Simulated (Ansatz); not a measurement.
**Run report: H$_{2}$O, single-point calculation**

System: H$_{2}$O.
Method: RHF-CCSD(T), frozen core/def2-TZVPP (Ansatz 0.2.0).

The geometry comes from this level: PBE0-D4/def2-TZVP.

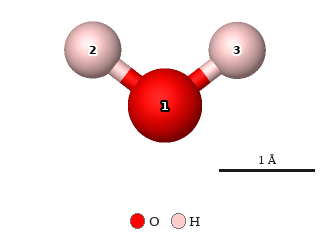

*The structure (ball-and-stick view, seen on its broad side; atoms are numbered from 1 in the order of the input).*

**Summary**

```csv
quantity,value
outcome,converged
total energy,−2077.2359 eV
mean-field energy,−2069.7624 eV
CCSD correlation,−7.2661 eV
(T) correction,−0.2074 eV
T1 diagnostic,0.008
SCF solution under orbital rotations,stable
hardware,"3 CPU threads, shared host"
peak memory,0.48 GiB
```

**The input**
```yaml
crystal:
  periodic: [false, false, false]
  atoms:
    - {symbol: O, position_ang: [0.732583, 0.859496, -0.239644]}
    - {symbol: H, position_ang: [1.255299, 1.225411, 0.477056]}
    - {symbol: H, position_ang: [1.370914, 0.463368, -0.836652]}
basis:
  gaussian: {orbitals: def2-TZVPP}
correlation: {method: ccsd_t}
```

Launch command:
```bash
ansatz run in.yaml --threads 3 --pin off --events-out ev --progress --plain --max-ram 6092MiB
```

**The program's output**
```
Functional definition: HF
  name "HF"
  cite "Fock, Z. Phys. 61, 126 (1930) doi:10.1007/BF01340294"
  parent pbe
  exchange = exact_x
  correlation = 0
361 factors; integrals over basis functions are off by at most 7.6e-4 eV
mean field evaluation 1: about -2067.9900 eV, gradient 3.3e1 eV
mean field evaluation 2: about -2067.9896 eV, gradient 3.3e1 eV
mean field evaluation 4: about -2069.7552 eV, gradient 1.4e0 eV
mean field evaluation 8: about -2069.7624 eV, gradient 2.7e-5 eV
mean field evaluation 16: about -2069.7619 eV, gradient 3.3e-1 eV
mean field -2069.76241061 eV, -76.0623656544 hartree, gradient 3.6e-6 eV, S^2 0.000000; 0 other end points of the search recorded, 0 dependent functions left out
1 core orbitals not correlated: weight in the atoms' cores, before any rotation towards them, 1.000 or more for the frozen orbitals, at most 0.000 for the correlated occupied ones
reference -2069.76241061 eV, -76.0623656544 hartree; 4, 4 occupied and 54, 54 virtual orbitals, 361 factors
second order -7.10556573 eV of doubles, -0.00000000 eV of singles
cycle   1  -7.11162738 eV  change   -6.1e-3 eV  update   4.1e-2
cycle   2  -7.24303739 eV  change   -1.3e-1 eV  update   1.1e-2
cycle   3  -7.26700678 eV  change   -2.4e-2 eV  update   4.3e-3
cycle   4  -7.26563140 eV  change    1.4e-3 eV  update   8.0e-4
cycle   5  -7.26601915 eV  change   -3.9e-4 eV  update   2.9e-4
cycle   6  -7.26608957 eV  change   -7.0e-5 eV  update   7.7e-5
cycle   7  -7.26608659 eV  change    3.0e-6 eV  update   2.6e-5
cycle   8  -7.26608308 eV  change    3.5e-6 eV  update   7.2e-6
perturbative correction -0.20740317 eV, -0.0076219259 hartree
Total energy: -2077.23589686 eV, -76.3370112085 hartree
```
